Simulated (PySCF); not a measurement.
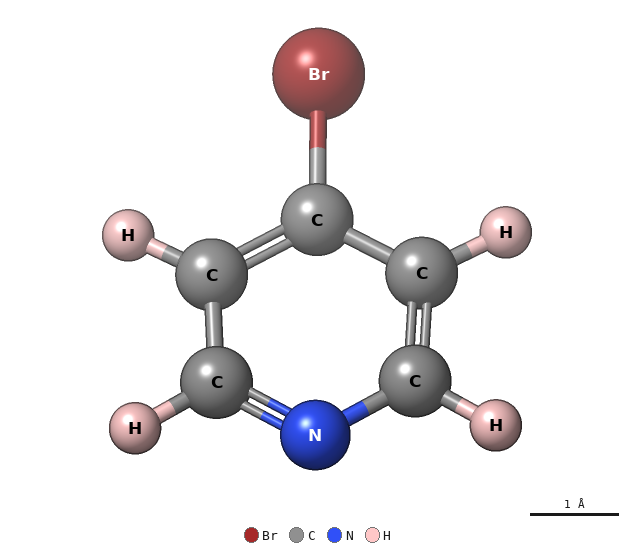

Depth is shown by fading: the farther an atom, the more it takes the colour of the background. Computed geometry: PBE0-D3(BJ)/def2-SVP optimisation. No frequency run is at hand to confirm it as a minimum. Masses are those of the most abundant isotopes; constants are for the rigid equilibrium geometry.

Q: What kind of rotor is it, and what are its rotational constants in MHz?

A: An asymmetric top (C2v): A = 6036, B = 988, C = 849 MHz. Ray's parameter κ is −0.95, close to the prolate limit.
